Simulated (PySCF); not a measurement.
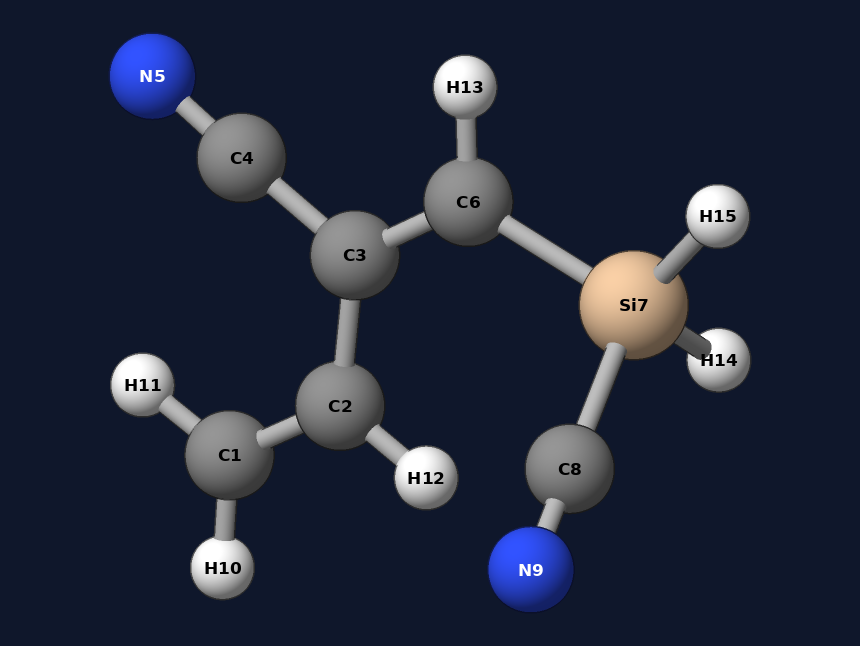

Computed geometry: GFN2-xTB optimisation. No frequency run is at hand to confirm it as a minimum. Level of theory: GIAO PBE0/pcSseg-1 NMR shielding, non-relativistic, gas phase (PySCF 2.14.0). Principal shieldings σ11 ≤ σ22 ≤ σ33, span Ω = σ33 − σ11, skew κ = 3(σiso − σ22)/Ω.

Give the shielding tensors of the C atoms.

```json
{"atom": "C1", "σ11": "−60.6", "σ22": "44.5", "σ33": "167.6", "σiso": "50.5", "Ω": "228.2", "κ": "0.08"}
{"atom": "C2", "σ11": "−66.7", "σ22": "52.4", "σ33": "155.5", "σiso": "47.1", "Ω": "222.2", "κ": "−0.07"}
{"atom": "C3", "σ11": "−72.6", "σ22": "62.8", "σ33": "143.4", "σiso": "44.6", "Ω": "216.0", "κ": "−0.25"}
{"atom": "C4", "σ11": "−54.8", "σ22": "−42.9", "σ33": "294.6", "σiso": "65.6", "Ω": "349.3", "κ": "0.93"}
{"atom": "C6", "σ11": "−60.2", "σ22": "41.4", "σ33": "166.7", "σiso": "49.3", "Ω": "226.9", "κ": "0.10"}
{"atom": "C8", "σ11": "−49.9", "σ22": "−43.8", "σ33": "287.9", "σiso": "64.7", "Ω": "337.7", "κ": "0.96"}
```

Shieldings and span in ppm.

The geometry is semi-empirical. Around Si such bond lengths and angles can be off by a tenth of an ångström or more and by several degrees, and values that hang on the shape move with them.
